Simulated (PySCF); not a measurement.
# BrCl₂⁺: one geometry, many levels of theory

How much do the numbers for BrCl₂⁺ (singlet) hang on the method? All levels run at one geometry, the PBE0 minimum.

Computed with PySCF 2.14.0. Level: several methods, basis Br def2-TZVP, Cl def2-TZVP, no relativity, density fitting.

**1. Where the work starts**

3 atoms, charge 1, spin multiplicity 1.

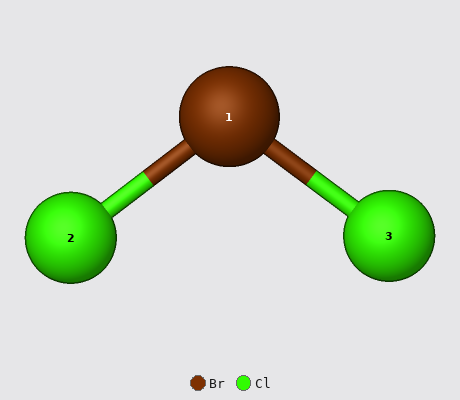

As it starts; bromine brown, chlorine green; atoms are numbered from 1 in the order of the file.

```xyz
3
charge 1 multiplicity 1
Br    0.0000    0.0000   -0.5946
Cl    1.6763    0.0000    0.6714
Cl   -1.6763    0.0000    0.6714
```

**2. CCSD(T)**

The steps are one call of a driver around PySCF; scf.py gives each level's set-up. Each SCF starts from the density of the minimum.

Contents of scf.py:

```python
from pyscf import gto, scf, dft
mol = gto.M(atom='''
Br     0.000000     0.000000    -0.594638
Cl     1.676299    -0.000000     0.671408
Cl    -1.676299     0.000000     0.671408''',
    basis={'Br': 'def2-TZVP', 'Cl': 'def2-TZVP'},
    charge=1, spin=0)
mf = scf.RHF(mol)
aux = {'Br': 'def2-universal-JKFIT', 'Cl': 'def2-universal-JKFIT'}
mf = mf.density_fit(auxbasis=aux)
mf.conv_tol = 1e-08
mf.diis_space = 10
mf.max_cycle = 60
mf.verbose = 4
mf.kernel()
from pyscf import cc
mycc = cc.CCSD(mf, frozen=19).run()
mycc.ccsd_t()
```

Run with:

```sh
OMP_NUM_THREADS=4 python axn.py task.json out
```

**3. HF**

Edit scf.py of step 2 so:

```diff
@@ -16,3 +15,0 @@
-from pyscf import cc
-mycc = cc.CCSD(mf, frozen=19).run()
-mycc.ccsd_t()
```

**4. PBE0**

Edit scf.py of step 3 so:

```diff
@@ -8 +8,2 @@
-mf = scf.RHF(mol)
+mf = dft.RKS(mol, xc='PBE0')
+mf.grids.atom_grid = (75, 302)
```

**5. PBE**

Edit scf.py of step 4 so:

```diff
@@ -8 +8 @@
-mf = dft.RKS(mol, xc='PBE0')
+mf = dft.RKS(mol, xc='PBE')
```

**6. B3LYP**

Edit scf.py of step 5 so:

```diff
@@ -8 +8 @@
-mf = dft.RKS(mol, xc='PBE')
+mf = dft.RKS(mol, xc='B3LYP')
```

(Steps that only read results are left out.)

**Question.** What will these runs give? Wanted: orbital gap, range; T1, D1.

The runs gave:

```
          quantity                        value
orbital gap, range  2.15 (PBE) to 11.71 (HF) eV
            T1, D1                 0.013, 0.043
```
